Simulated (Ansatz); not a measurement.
# How fast states decay through Sr4As2S, part 2 of 3

Aim: relax a made-up compound, Sr4As2S, and see how good a tunnel barrier it would be. It is built by putting S for O in the Sr4As2O structure of space group I4/mmm, with the volume rescaled by atomic radii. The parent structure comes from the Materials Project.

Ansatz 0.2.0; PBE DFT, plane waves, PAW files (the session's first sound run).

So far. Step 2 (Cell and atoms at rest): The largest force component on a free atom ends at 0.0085 eV/Å.

The structure was built from a prototype and need not be the compound's stable phase.

### Step 3. Band edges

The energy window and the wavevectors of the next steps follow from the band edges, so these are searched first, off the mesh as well.

input.yaml

```yaml
crystal:
  lattice:
    - [-2.7088156393, 2.7088156393, 8.2086626561]
    - [2.7088156393, -2.7088156393, 8.2086626561]
    - [2.7088156393, 2.7088156393, -8.2086626561]
  atoms:
    - { symbol: Sr, position: [0.6847483109, 0.6847483109, 0.0] }
    - { symbol: Sr, position: [0.3152516891, 0.3152516891, 0.0] }
    - { symbol: Sr, position: [0.5, 0.0, 0.5] }
    - { symbol: Sr, position: [0.0, 0.5, 0.5] }
    - { symbol: As, position: [0.8698355896, 0.8698355896, 0.0] }
    - { symbol: As, position: [0.1301644104, 0.1301644104, 0.0] }
    - { symbol: S, position: [0.5, 0.5, 0.0] }
kpoints:
  mp_grid: { grid: [8, 8, 8] }
  band_path: { path: [VBM, CBM], npoints: 30 }
scf:
  occupations: { method: fixed }
hamiltonian:
  xc: pbe
output:
  eigenvalues: true
  write_potential: true
  write_density: true
  volumetric_format: npy
  elf: true
```

The run is started by

```bash
$ ansatz run input.yaml --threads 2 --pin off --max-ram 4096MiB --backend cpu --events-out ev --progress --plain --runs-dir out
```

Numbers of over 12 decimals in the logs are rounded to 6 here.

The program printed:

```text
[...]
Crystal: 7 atoms, lattice volume = 240.930 Å³
Basis set: ecut = 420 eV, 4675 PW (Γ)
Bands: 46, of which v1, the nominal top of the filled ones, is band 38 counted from 1 (37 counted from 0)
Symmetry: 16 space group operations
[...]
k-points: 59 of 512
[...]
SCF iter   1: F=—  HF=-24799.656890 eV  |F-HF|=—  |Δ(HF+E_count)|=         —  Δρ=1.90e-3  dr2=4.66e-2  ethr=1.77e-3  ⟨swp⟩=6.1  Hψ=10399  notcnv=0  defer=329
[...]
SCF iter   7: F=-24799.650938 eV  HF=-24799.650938 eV  |F-HF|=2.15e-8  |Δ(HF+E_count)|=   1.84e-7  Δρ=3.82e-6  dr2=4.49e-8  ethr=1.32e-10  ⟨swp⟩=16.4  Hψ=14689  notcnv=0
SCF 1 converged in 7 iterations: F = -24799.650938 eV  dr2 = 4.49e-8
[...]
NSCF: frozen V_eff on 30 k-points
[...]
SCF converged after 7 iterations
Free energy (F): -24799.650938 eV
[...]
Internal energy: -24799.650938 eV  (E = F + TS)
E sigma→0 (E₀):  -24799.650938 eV
Fermi energy:    6.446027 eV
[...]
--- Band table (eV; the first three rows and the last of 59) ---
  k-point 0: bands = [... 34 lower, 5.5450, 6.1421, 6.1421, 6.4460, 6.8188, 7.6573, 7.7575, 8.2938, ... 4 higher]
  k-point 1: bands = [... 34 lower, 5.4846, 5.5106, 5.9212, 6.3774, 7.4250, 7.8671, 8.1883, 8.2174, ... 4 higher]
  k-point 2: bands = [... 34 lower, 5.3703, 5.4545, 5.5311, 6.1341, 7.9934, 8.1383, 8.6323, 8.9782, ... 4 higher]
  k-point 58: bands = [... 34 lower, 5.4950, 5.4950, 6.0379, 6.0379, 7.3737, 7.6685, 7.7116, 7.8003, ... 4 higher]
```

Elapsed: 27 s, on 2 threads of Arm Neoverse V2, shared host; peak memory 0.81 GiB.

Numbers from this step:

```yaml
free_energy: -24799.6509 eV
fermi_energy: 6.446 eV
gap_on_the_k_mesh: 0.3728 eV
gap_on_path: 0.3728 eV, by band count; negative where bands overlap
direct_gap_on_path: 0.3728 eV
edge_places_on_path: 0, 0 1/A along the path
```

Levels at VBM (eV): -3.55, -2.56, -2.56, -2.13, -0.90, -0.90, -0.30, -0.30, 0.00, 0.37, 1.21, 1.31, 1.85, 1.85, 2.02, 2.62, 2.95.

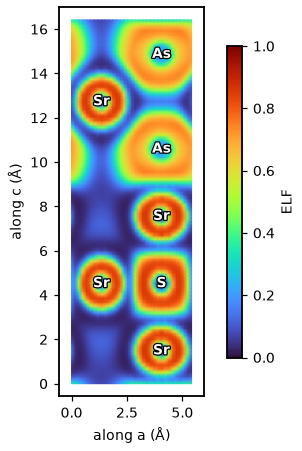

ELF in the ac plane of the conventional cell at fractional y = 0.000, with atoms of Sr and As and S within 0.2 Å of it. It is the smooth field of the valence electrons, not physical close to the nuclei. The map starts off the cell's origin, so that atoms lie inside it.

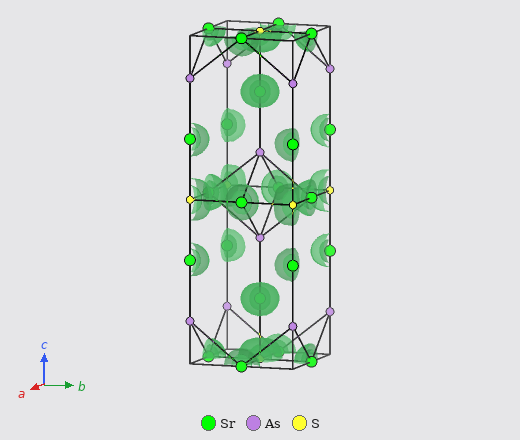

Surface of ELF = 0.79.

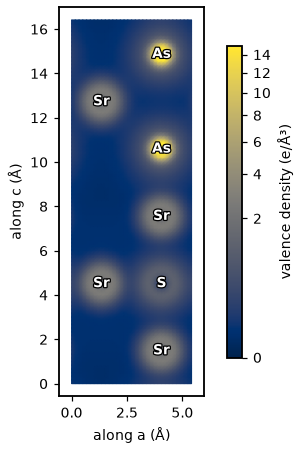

Valence density in the ac plane of the conventional cell at fractional y = 0.000, with atoms of Sr and As and S within 0.2 Å of it. It is the smooth field of the valence electrons, not physical close to the nuclei. The map starts off the cell's origin, so that atoms lie inside it. The colour scale is stretched toward low values.

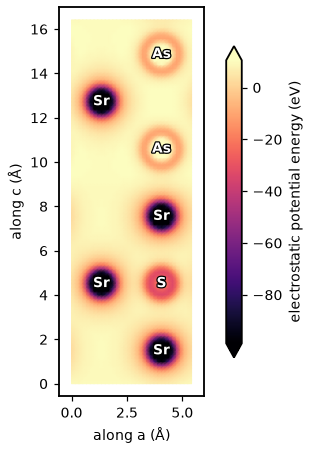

Electrostatic potential energy in the ac plane of the conventional cell at fractional y = 0.000, with atoms of Sr and As and S within 0.2 Å of it. With pseudopotentials it is smooth inside the atoms' cores, unlike the true potential. The map starts off the cell's origin, so that atoms lie inside it.

The searched edges give 0.373 eV, as on the mesh.

### Step 4. Decaying states in the gap

This step: PBE DFT, plane waves, PAW files; complex bands by layer matching along the plane's normal (Ansatz 0.2.0).

The same crystal is laid in a cell whose first two vectors span the (001) plane (indices of the standard conventional cell, whose axes can be ordered otherwise than in the bulk input). At fixed energy and wavevector in the plane the solver finds all kz, real and complex. A few wavevectors are listed, (0, 0) and (0.5, 0) in units of the plane's reciprocal vectors; the slowest state needn't be among them.

input.yaml

```yaml
crystal:
  lattice:
    - [5.417631279, 0.0, 0.0]
    - [0.0, 5.417631279, 0.0]
    - [2.708815639, 2.708815639, 8.208662656]
  atoms:
    - { symbol: Sr, position: [0.3152516891, 0.3152516891, 0.3694966218] }
    - { symbol: Sr, position: [0.6847483109, 0.6847483109, 0.6305033782] }
    - { symbol: Sr, position: [0.0, 0.5, 0.0] }
    - { symbol: Sr, position: [0.5, 0.0, 0.0] }
    - { symbol: As, position: [0.1301644104, 0.1301644104, 0.7396711792] }
    - { symbol: As, position: [0.8698355896, 0.8698355896, 0.2603288208] }
    - { symbol: S, position: [0.5, 0.5, 0.0] }
kpoints:
  mp_grid: { grid: [6, 6, 6] }
scf:
  occupations: { method: fixed }
hamiltonian:
  xc: pbe
output:
  eigenvalues: true
  transmission:
    leads: [[0, 0]]
    kpoints: [[0.0, 0.0], [0.5, 0.0]]
    e_range: [-1.0, 1.37]
    de: 0.06
```

The program printed:

```text
[...]
Crystal: 7 atoms, lattice volume = 240.930 Å³
Basis set: ecut = 420 eV, 4675 PW (Γ)
Bands: 46, of which v1, the nominal top of the filled ones, is band 38 counted from 1 (37 counted from 0)
Symmetry: 16 space group operations
[...]
k-points: 30 of 216
[...]
SCF iter   1: F=—  HF=-24799.655319 eV  |F-HF|=—  |Δ(HF+E_count)|=         —  Δρ=1.90e-3  dr2=4.65e-2  ethr=1.77e-3  ⟨swp⟩=6.0  Hψ=5203  notcnv=0  defer=167
[...]
SCF iter   7: F=-24799.649774 eV  HF=-24799.649774 eV  |F-HF|=2.42e-8  |Δ(HF+E_count)|=   2.43e-7  Δρ=3.83e-6  dr2=4.42e-8  ethr=1.32e-10  ⟨swp⟩=16.2  Hψ=7844  notcnv=0
SCF 1 converged in 7 iterations: F = -24799.649774 eV  dr2 = 4.42e-8
[...]
transmission: 17 of 34 steps passed
transmission: 34 of 34 steps passed
SCF converged after 7 iterations
Free energy (F): -24799.649774 eV
[...]
Internal energy: -24799.649774 eV  (E = F + TS)
E sigma→0 (E₀):  -24799.649774 eV
Fermi energy:    6.446586 eV
[...]
--- Band table (eV; the first three rows and the last of 30) ---
  k-point 0: bands = [... 34 lower, 5.5455, 6.1426, 6.1426, 6.4466, 6.8190, 7.6574, 7.7576, 8.2938, ... 4 higher]
  k-point 1: bands = [... 34 lower, 5.5348, 6.0155, 6.1109, 6.1109, 7.1667, 7.6158, 7.6702, 8.4526, ... 4 higher]
  k-point 2: bands = [... 34 lower, 5.5097, 5.5549, 6.0592, 6.0592, 7.4396, 7.5213, 7.6974, 8.0143, ... 4 higher]
  k-point 29: bands = [... 34 lower, 5.3445, 5.3657, 5.4380, 5.8058, 8.3825, 8.4565, 8.6446, 8.7100, ... 4 higher]
--- Transmission ---
  basis      : 253 plane waves across, 17 finite elements along
  points     : 2, as listed
  energies   : 40 from -1.000000 to 1.340000 eV about the Fermi level, 0.060000 eV apart; the leads are filled to 0.186222 eV, and channels, transmission and decay are at 0.200000 eV
  crystal 0  : Sr4As2S1, at the sites [0, 0], period 8.2087 Å: whole cells are its period
    offset         : up to 0.0000 Å between an atom of the period and one for which it stands
    channels       : 0.000000e0 a spin
    conductance    : none, the energies end too early or step too widely for 300 K: set another output.transmission.e_range or a lower de, or, where they end at an eighth of basis.ecutwfc, a higher one
    slowest decay  : 0.0419 /Å at (0.0000, 0.0000)
```

Wall time 55 s (2 threads); peak memory 0.95 GiB; 89 s of CPU time.

Numbers from this step:

```yaml
free_energy: -24799.6498 eV
fermi_energy: 6.447 eV
gap_on_the_k_mesh: 0.3724 eV
level_to_which_the_leads_are_filled: 0.1862 eV from the Fermi level
decay_constant_at_the_filling_level_zone_centre: 0.04193 Å⁻¹
decay_constant_at_the_filling_level_slowest_listed_point: 0.0419 Å⁻¹
```

K parallel (0, 0); values up to 1.5 1/Å, a degenerate pair printed once or twice; energies at which all values exceed this have no row. Table of Im kz of the slowest decaying states by energy, zero at the highest filled level on the SCF mesh:

| energy (eV) | decay 1 (Å⁻¹) | decay 2 (Å⁻¹) | decay 3 (Å⁻¹) | decay 4 (Å⁻¹) |
| --- | --- | --- | --- | --- |
| -1.0000 | 0.175 | 0.191 | 0.515 | 0.623 |
| -0.7600 | 0.208 | 0.359 | 0.589 | 0.594 |
| -0.5200 | 0.224 | 0.341 | 0.553 | 0.555 |
| -0.2200 | 0.164 | 0.231 | 0.496 | 0.511 |
| 0.0200 | 0.0185 | 0.229 | 0.248 | 0.444 |
| 0.2600 | 0.0390 | 0.221 | 0.272 | 0.384 |
| 0.5000 | 0.206 | 0.277 | 0.311 | 0.399 |
| 0.7400 | 0.183 | 0.209 | 0.269 | 0.364 |
| 0.9800 | 0.148 | 0.252 | 0.333 | 0.401 |
| 1.2200 | 0.0834 | 0.224 | 0.309 | 0.578 |

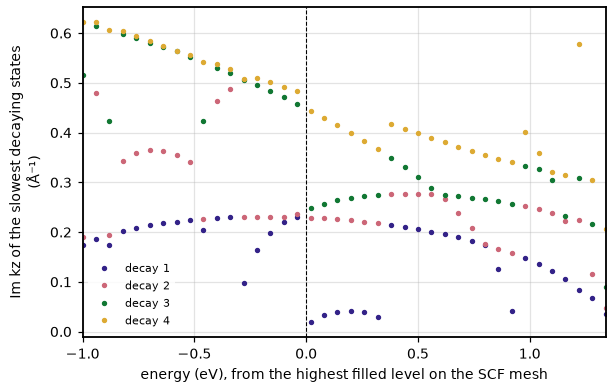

Im kz of the slowest decaying states, plotted against energy.

K parallel (0, 0). The Re kz of states that move upwards by energy, zero at the highest filled level on the SCF mesh:

| energy (eV) | channel 1 (Å⁻¹) | channel 2 (Å⁻¹) | channel 3 (Å⁻¹) |
| --- | --- | --- | --- |
| -1.0000 | -0.313 | - | - |
| -0.7600 | -0.211 | - | - |
| -0.5200 | -0.149 | - | - |
| -0.2200 | -0.0782 | - | - |
| 0.0200 | - | - | - |
| 0.2600 | - | - | - |
| 0.5000 | 0.0606 | - | - |
| 0.7400 | 0.134 | - | - |
| 0.9800 | -0.269 | 0.216 | - |
| 1.2200 | -0.0957 | 0.107 | 0.367 |

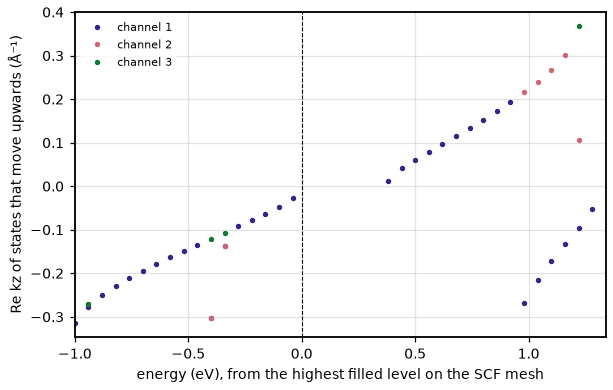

Re kz of states that move upwards, plotted against energy.

K parallel (0.5, 0); values up to 1.5 1/Å, a degenerate pair printed once or twice; energies at which all values exceed this have no row. Im kz of the slowest decaying states against energy, zero at the highest filled level on the SCF mesh:

| energy (eV) | decay 1 (Å⁻¹) | decay 2 (Å⁻¹) | decay 3 (Å⁻¹) | decay 4 (Å⁻¹) |
| --- | --- | --- | --- | --- |
| -1.000 | 0.106 | 0.347 | 0.471 | 0.860 |
| -0.820 | 0.134 | 0.202 | 0.480 | 0.835 |
| -0.580 | 0.107 | 0.370 | 0.491 | 0.799 |
| -0.400 | 0.430 | 0.499 | 0.771 | 1.09 |
| -0.220 | 0.146 | 0.463 | 0.506 | 0.740 |
| 0.020 | 0.197 | 0.491 | 0.514 | 0.695 |
| 0.200 | 0.218 | 0.506 | 0.520 | 0.657 |
| 0.380 | 0.231 | 0.519 | 0.528 | 0.615 |
| 0.620 | 0.242 | 0.540 | 0.542 | 0.552 |
| 0.800 | 0.245 | 0.504 | 0.545 | 0.585 |
| 0.980 | 0.244 | 0.458 | 0.544 | 0.596 |
| 1.220 | 0.237 | 0.400 | 0.465 | 0.532 |

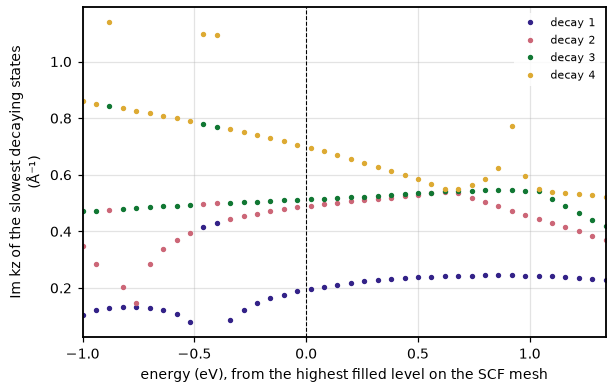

Im kz of the slowest decaying states against energy.

At the listed wavevectors the last open channel is at -0.04 eV and the next at +0.38 eV on the grid. At +0.20 eV, the grid energy nearest the filling level (the middle of the gap on the SCF mesh), the slowest state at the listed wavevectors decays with κ = 0.0419 Å⁻¹, its amplitude falling by e over 24 Å. Through 1 nm of this crystal that state's transmission falls by exp(−2 × 0.0419 Å⁻¹ × 10 Å) = 0.43.

### Step 5. Decay over the two-dimensional zone

The listed points could miss the slowest state, so one energy near mid-gap is solved on a mesh of 8×8.

Edit input.yaml of step 4 so:

```diff
@@ -21,6 +21,2 @@
   eigenvalues: true
-  transmission:
-    leads: [[0, 0]]
-    kpoints: [[0.0, 0.0], [0.5, 0.0]]
-    e_range: [-1.0, 1.37]
-    de: 0.06
+  transmission: { leads: [[0, 0]], kmesh: [8, 8], e_range: [0.19, 0.2], de: 0.05 }
```

The program printed:

```text
[...]
Crystal: 7 atoms, lattice volume = 240.930 Å³
Basis set: ecut = 420 eV, 4675 PW (Γ)
Bands: 46, of which v1, the nominal top of the filled ones, is band 38 counted from 1 (37 counted from 0)
Symmetry: 16 space group operations
[...]
k-points: 30 of 216
[...]
SCF iter   1: F=—  HF=-24799.655319 eV  |F-HF|=—  |Δ(HF+E_count)|=         —  Δρ=1.90e-3  dr2=4.65e-2  ethr=1.77e-3  ⟨swp⟩=6.0  Hψ=5203  notcnv=0  defer=167
[...]
SCF iter   7: F=-24799.649774 eV  HF=-24799.649774 eV  |F-HF|=2.42e-8  |Δ(HF+E_count)|=   2.43e-7  Δρ=3.83e-6  dr2=4.42e-8  ethr=1.32e-10  ⟨swp⟩=16.2  Hψ=7844  notcnv=0
SCF 1 converged in 7 iterations: F = -24799.649774 eV  dr2 = 4.42e-8
[...]
transmission: 34 of 255 steps passed
transmission: 51 of 255 steps passed
[...]
transmission: 255 of 255 steps passed
SCF converged after 7 iterations
Free energy (F): -24799.649774 eV
[...]
Internal energy: -24799.649774 eV  (E = F + TS)
E sigma→0 (E₀):  -24799.649774 eV
Fermi energy:    6.446586 eV
[...]
--- Band table (eV; the first three rows and the last of 30) ---
  k-point 0: bands = [... 34 lower, 5.5455, 6.1426, 6.1426, 6.4466, 6.8190, 7.6574, 7.7576, 8.2938, ... 4 higher]
  k-point 1: bands = [... 34 lower, 5.5348, 6.0155, 6.1109, 6.1109, 7.1667, 7.6158, 7.6702, 8.4526, ... 4 higher]
  k-point 2: bands = [... 34 lower, 5.5097, 5.5549, 6.0592, 6.0592, 7.4396, 7.5213, 7.6974, 8.0143, ... 4 higher]
  k-point 29: bands = [... 34 lower, 5.3445, 5.3657, 5.4380, 5.8058, 8.3825, 8.4565, 8.6446, 8.7100, ... 4 higher]
--- Transmission ---
  basis      : 253 plane waves across, 17 finite elements along
  points     : 15, standing for a mesh of 8 x 8
  energies   : 1 from 0.190000 to 0.190000 eV about the Fermi level; the leads are filled to 0.186222 eV, and channels, transmission and decay are at 0.190000 eV
  crystal 0  : Sr4As2S1, at the sites [0, 0], period 8.2087 Å: whole cells are its period
[...]
channels       : 0.000000e0 a spin
    conductance    : none, crystal 0 has no channel at the energies, or these end too early or step too widely for 300 K: set another output.transmission.e_range or a lower de, or, where they end at an eighth of basis.ecutwfc, a higher one
    slowest decay  : 0.0420 /Å at (0.0000, 0.0000)
```

Run time: 46 s. Hardware: 2 threads; peak memory 0.75 GiB.

This step gave:

```yaml
least_decay_constant_on_the_mesh: 0.042 Å⁻¹
```

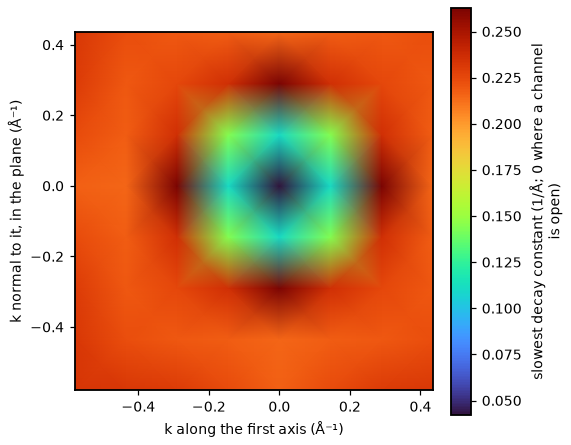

Slowest decay constant (1/Å; 0 where a channel is open) over k1 and k2. At 0.1900 eV from the Fermi level.

The least value on the mesh is 0.042 Å⁻¹ at +0.19 eV. At that energy the listed points give about 0.0417 Å⁻¹ by interpolation, so the mesh holds no clearly slower state.

### Step 6. Band edges at another level, cutoff 1142.88 eV

This step: PBE DFT, plane waves, norm-conserving files (Ansatz 0.2.0).

The edges again with norm-conserving files, at the same atoms. Against that run the cutoff is 1143 eV against 420.

input.yaml

```yaml
crystal:
  lattice:
    - [-2.7088156393, 2.7088156393, 8.2086626561]
    - [2.7088156393, -2.7088156393, 8.2086626561]
    - [2.7088156393, 2.7088156393, -8.2086626561]
  atoms:
    - { symbol: Sr, position: [0.6847483109, 0.6847483109, 0.0] }
    - { symbol: Sr, position: [0.3152516891, 0.3152516891, 0.0] }
    - { symbol: Sr, position: [0.5, 0.0, 0.5] }
    - { symbol: Sr, position: [0.0, 0.5, 0.5] }
    - { symbol: As, position: [0.8698355896, 0.8698355896, 0.0] }
    - { symbol: As, position: [0.1301644104, 0.1301644104, 0.0] }
    - { symbol: S, position: [0.5, 0.5, 0.0] }
kpoints:
  mp_grid: { grid: [8, 8, 8] }
  band_path: { path: [VBM, CBM], npoints: 30 }
scf:
  occupations: { method: fixed }
hamiltonian:
  xc: pbe
  pseudopotentials: { kind: nc }
output:
  eigenvalues: true
```

The program printed:

```text
[...]
Crystal: 7 atoms, lattice volume = 240.930 Å³
Basis set: ecut = 1142.878222 eV, 21081 PW (Γ), FFT grids on a1+a3, a2+a3, a3
Bands: 46, of which v1, the nominal top of the filled ones, is band 38 counted from 1 (37 counted from 0)
Symmetry: 16 space group operations
[...]
k-points: 59 of 512
[...]
SCF iter   1: F=—  HF=-9808.647455 eV  |F-HF|=—  |Δ(HF+E_count)|=         —  Δρ=4.10e-2  dr2=6.42e0  ethr=3.10e-3  ⟨swp⟩=7.9  Hψ=11905  notcnv=0  defer=314
[...]
SCF iter   9: F=-9806.490102 eV  HF=-9806.490102 eV  |F-HF|=2.13e-9  |Δ(HF+E_count)|=   5.43e-8  Δρ=2.46e-6  dr2=1.52e-8  ethr=1.32e-10  ⟨swp⟩=20.4  Hψ=17032  notcnv=0
SCF 1 converged in 9 iterations: F = -9806.490102 eV  dr2 = 1.52e-8
[...]
SCF converged after 9 iterations
Free energy (F): -9806.490102 eV
[...]
Internal energy: -9806.490102 eV  (E = F + TS)
E sigma→0 (E₀):  -9806.490102 eV
Fermi energy:    6.555650 eV
[...]
--- Band table (eV; the first three rows and the last of 59) ---
  k-point 0: bands = [... 34 lower, 5.6534, 6.2501, 6.2501, 6.5557, 6.9253, 7.7700, 7.8667, 8.4055, ... 4 higher]
  k-point 1: bands = [... 34 lower, 5.5927, 5.6190, 6.0294, 6.4867, 7.5329, 7.9772, 8.2997, 8.3289, ... 4 higher]
  k-point 2: bands = [... 34 lower, 5.4779, 5.5627, 5.6393, 6.2434, 8.1020, 8.2490, 8.7434, 9.0881, ... 4 higher]
  k-point 58: bands = [... 34 lower, 5.6038, 5.6038, 6.1456, 6.1456, 7.4830, 7.7762, 7.8245, 7.9083, ... 4 higher]
```

Run time: 1.8 min. Hardware: 2 threads; peak memory 1.9 GiB.

This step gave:

```yaml
free_energy: -9806.4901 eV
fermi_energy: 6.556 eV
gap_on_the_k_mesh: 0.3697 eV
gap_on_path: 0.3697 eV, by band count; negative where bands overlap
direct_gap_on_path: 0.3697 eV
```

Levels at VBM (eV): -3.55, -2.57, -2.57, -2.13, -0.90, -0.90, -0.31, -0.31, 0.00, 0.37, 1.21, 1.31, 1.85, 1.85, 2.02, 2.62, 2.95.

The searched edges give 0.370 eV, as on the mesh.

(Continued in part 3 of 3.)

[Logs are printed without paths, hosts, clocks, repeated set-up lines and the standing remarks that a program may print on its own settings, such as how far it seeks lower states.]

[Hosts, paths, dates, database ids (printed as entryN), source tags and the programs' standing remarks are cut or masked in the printed files.]
